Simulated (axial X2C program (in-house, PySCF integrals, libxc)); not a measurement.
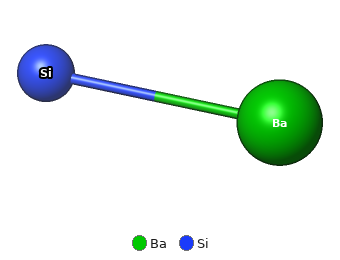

The molecule at the reference distance of 2.913 Å.

Run report: BaSi⁺, relativistic diatomic calculation

BaSi⁺, single determinant with Ω = 3/2. Computed at this level: PBE0, two-component X2C with atomic mean-field Coulomb and Gaunt terms, Ba dyall-cv3z, Si dyall-v3z (cores contracted) (axial X2C program (in-house, PySCF integrals, libxc)).

## Log
```
two-component X2C + atomic mean field  PBE0
basis functions 191  fitting functions 1020  grid points 5085
iter        total energy     max residual
   1      -8420.849682858     5.45e-06
   2      -8420.849682861     5.98e-06
   3      -8420.849682862     2.14e-06
converged
one-electron -11767.22544857  Coulomb 3429.61114682  exact exchange -54.28726880  xc functional -166.07154772  nuclear repulsion 142.42187894  atomic mean-field constant -5.29844353
```

## The points of the curve

| R (Å) | E (hartree) | dipole (D; origin at the first atom, positive when the second is positive) | highest filled (eV) | lowest empty (eV) |
| --- | --- | --- | --- | --- |
| 2.534 | −8420.828432 | −2.13 | −9.59 | −6.60 |
| 2.651 | −8420.840773 | −2.46 | −9.62 | −6.39 |
| 2.738 | −8420.846153 | −2.71 | −9.59 | −6.25 |
| 2.826 | −8420.848940 | −2.93 | −9.42 | −6.13 |
| 2.913 | −8420.849683 | −3.15 | −9.25 | −6.15 |
| 3.015 | −8420.848558 | −3.38 | −9.07 | −6.17 |
| 3.117 | −8420.845840 | −3.60 | −8.91 | −6.19 |
| 3.248 | −8420.840723 | −3.84 | −8.72 | −6.22 |
| 3.408 | −8420.832956 | −4.07 | −8.52 | −6.26 |
| 3.641 | −8420.820406 | −4.30 | −8.28 | −6.34 |

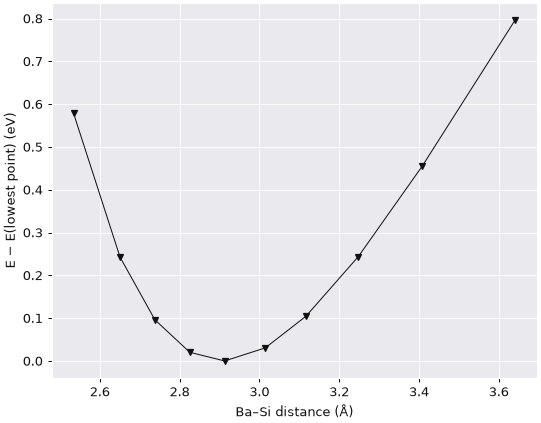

Energy at 10 bond lengths, for one set of occupations held fixed; the line joins the points. A polynomial of degree 6 through 9 points gives rₑ = 2.906 Å, ωₑ = 259.8 cm⁻¹, ωₑxₑ = 0.69 cm⁻¹ and Bₑ = 0.08581 cm⁻¹. The minimum lies 2.21 eV below Ba⁺ + Si, each computed as one determinant at the same level.

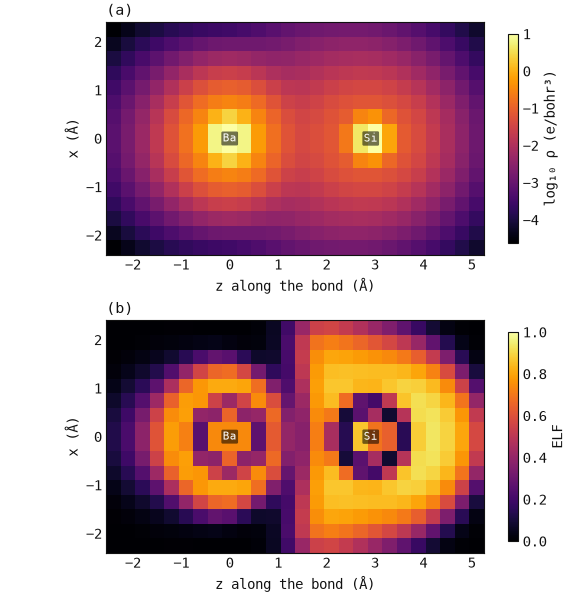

(a) electron density on a logarithmic scale; (b) electron localisation function, in a plane that holds the axis, at 2.91 Å, on points 0.3 Å apart (one half computed, the other mirrored); the structure near the nuclei is finer than these points.

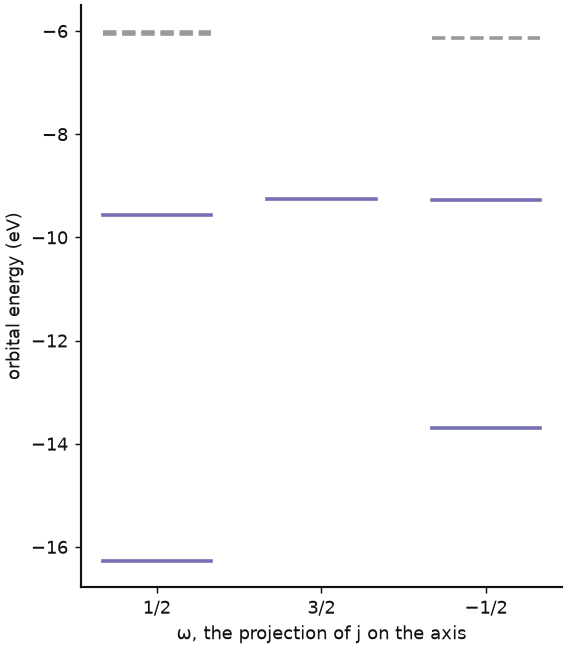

Orbital energies near the frontier at 2.91 Å, filled (solid) and empty (dashed). The highest filled spinor (3/2; 68 % Si p, 24 % Ba d) lies at −9.25 eV, the lowest empty one (−1/2; 45 % Si p, 36 % Ba s) at −6.15 eV.

## Input
```
{"zs": [56, 14], "q": 1, "bas": ["dyall-cv3z", "dyall-v3z"], "levels": ["PBE0", "HF", "B3LYP"], "cc": true, "r0": 3.12, "thr": -2.0, "nmax": 90, "npts": 10, "nst": 2, "ntry": 6}
```

The line is the task of a batch: nuclear charges, charge, bases, the levels to run, a first guess of the distance and further settings. This report covers PBE0 with spin-orbit coupling. The log is that of the reference distance 2.913 Å, started from orbitals converged before.

The run was one of a batch that the task file lists, launched with:
```bash
python <driver script> task.json out
```

## Summary

- outcome: converged
- bond length rₑ: 2.906 Å
- ωₑ: 259.8 cm⁻¹
- energy at the minimum: −8420.84969 hartree
- depth below the fragments: 2.21 eV
- hardware: 1 thread of Arm Neoverse V1, 24 GiB of memory available, shared host
- wall time: 7.6 s
